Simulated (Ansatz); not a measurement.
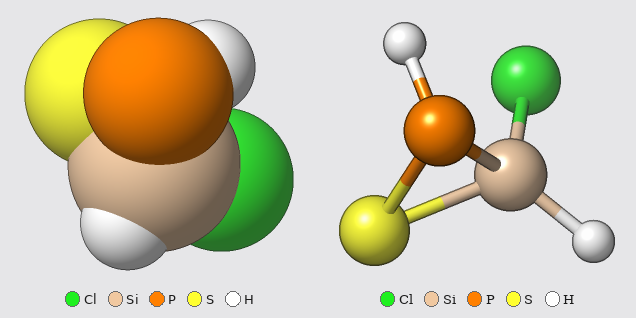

Two views of one molecule.

Computed geometry: PBE0-D4/def2-TZVP optimisation.

What does the picture show?

It has 6 atoms: 1 chlorine, 2 hydrogen, 1 phosphorus, 1 sulfur and 1 silicon (ClH₂PSSi). As SMILES it reads `Cl[Si@H]1PS1`. Independent rings (smallest set): 1 of 3 members. Among its groups: Si–H bond. This geometry has C1 symmetry. Coordination, clear cases only: 1 P trigonal pyramidal.

The parts below concern this one geometry. Atoms keep their numbers from picture to picture.

### Geometry

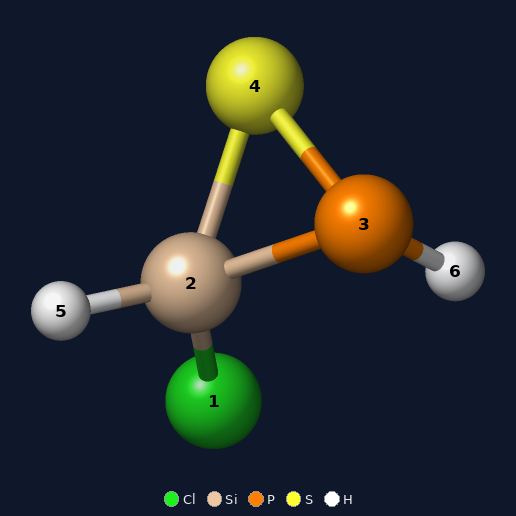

Atoms carry their numbers in the input.

Give the bond lengths.

| bond | length (Å) | order |
| --- | --- | --- |
| Cl1–Si2 | 2.039 | single |
| Si2–P3 | 2.200 | single |
| Si2–S4 | 2.083 | single |
| Si2–H5 | 1.473 | single |
| P3–S4 | 2.198 | single |
| P3–H6 | 1.427 | single |

### Charges

The questions are on Mulliken charges. Method: RKS B3LYP-D4/def2-TZVPP (Ansatz 0.2.0).

List the Mulliken charges.

```tsv
atom	value (e)
Cl1	−0.21
Si2	0.46
P3	−0.02
S4	−0.24
H5	−0.03
H6	0.04
```

### Electronic properties

Method: RKS SPW92 (LDA)/def2-TZVPP (Ansatz 0.2.0).

What does the calculation give?

- HOMO energy (Kohn–Sham orbital): −6.26 eV
- LUMO energy (Kohn–Sham orbital): −2.28 eV
- HOMO–LUMO gap: 3.99 eV

### Thermal motion

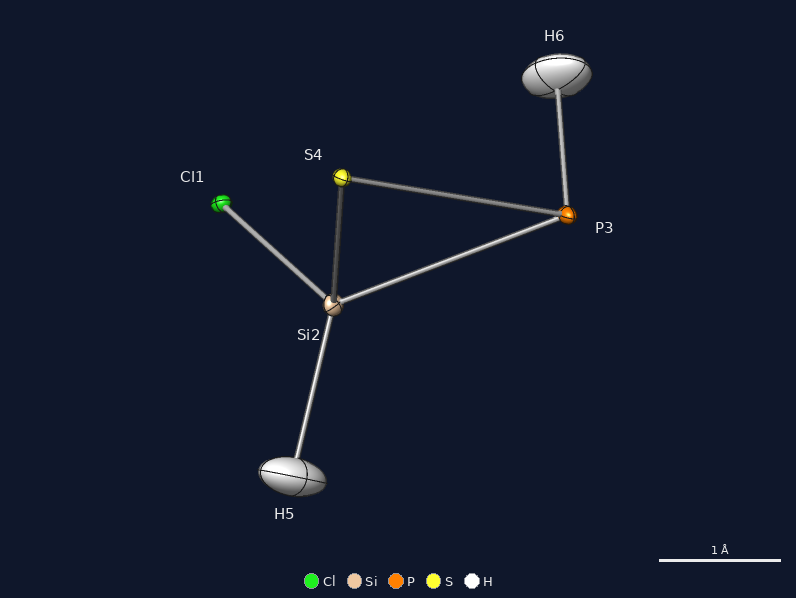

Displacement ellipsoids at the 50 % level, from the internal vibrations of the free molecule (harmonic, no overall translation or rotation; no half-axis is drawn under 0.075 Å). Vibrations computed with RKS PBE0-D4/def2-TZVP (Ansatz 0.2.0). Temperature: 400 K.

**Which atom moves most?**

H6, with U_eq = 0.0273 Å².

**Does H6 move more along its bond or across it?**

Across it: the root-mean-square amplitude is 0.099 Å along the bond and up to 0.218 Å across, since bending and torsion are softer than stretching.

List U_eq and the three principal root-mean-square amplitudes for each kind of atom.

```
atom  U_eq (Å²)   rms amplitudes (Å)
 Cl1     0.0023  0.019, 0.053, 0.062
 Si2     0.0029  0.030, 0.061, 0.065
  P3     0.0022  0.021, 0.033, 0.072
  S4     0.0020  0.020, 0.032, 0.067
  H5     0.0249  0.104, 0.153, 0.201
  H6     0.0273  0.093, 0.161, 0.218
```

Mulliken values depend strongly on the basis set and can even reverse the polarity of a bond.
